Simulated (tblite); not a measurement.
**Relaxed scan, with input and output: CH₈NSi₃ (charge −1)**

System: CH₈NSi₃, charge −1, SMILES [SiH3]N1[SiH-]C[SiH2]1.
Method: GFN2-xTB relaxed scan under a harmonic restraint, gas phase (tblite 0.8.0).

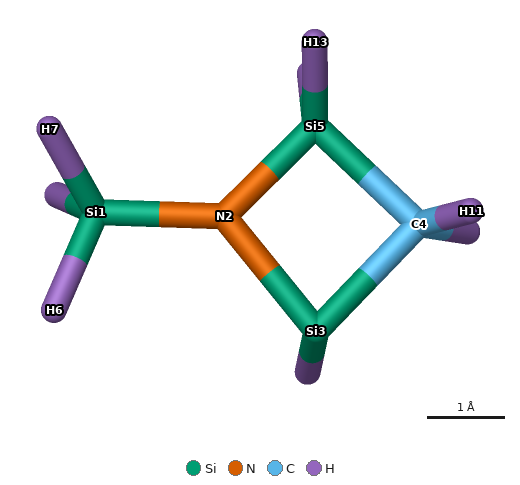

The structure (stick view, seen on its broad side; atoms are numbered from 1 in the order of the input). Bond lengths as drawn: C–H 1.09 Å, C–Si 1.88 to 1.96 Å, H–Si 1.47 to 1.52 Å and N–Si 1.68 to 1.94 Å.

Key numbers

- outcome: converged
- hardware: 1 CPU thread, shared host
- wall time: 0.8 s
- peak memory: 0.18 GiB

The input
```
{"job": {"xc": "GFN2-xTB", "basis": "xTB", "coordinate": [["t", [4, 0, 2, 1], 0.3333333333333333], ["t", [0, 2, 4, 1], 0.3333333333333333], ["t", [2, 4, 0, 1], 0.3333333333333333]], "kind": "drive"}, "charge": -1, "multiplicity": 1}
Si     2.135304     0.390603     0.055875
N      0.457078     0.343444     0.028711
Si    -0.825342     1.170804    -1.170203
C     -2.073128     0.000217    -0.205675
Si    -0.658901    -0.664324     0.841806
H      2.588391     1.524621    -0.767039
H      2.686822     0.551589     1.426330
H      2.818537    -0.825849    -0.469828
H     -0.557718     0.288116    -2.372750
H     -2.596196    -0.769862    -0.781913
H     -2.841167     0.531107     0.365047
H     -0.403898    -2.126793     0.725994
H     -0.734169    -0.413188     2.305918
```

The first line tells a small driver script what to run in tblite; the rest is the geometry in Å.

Command:
```bash
OMP_NUM_THREADS=1 python <driver script> task.json out
```

The program's output
```
point  coordinate     E/eV
  0      4.500     -394.85461
  1      2.400     -394.85301
  2      0.200     -394.85031
  3     -2.000     -394.84652
  4     -4.100     -394.84164
  5     -6.000     -394.83660
  6     -7.900     -394.83071
```
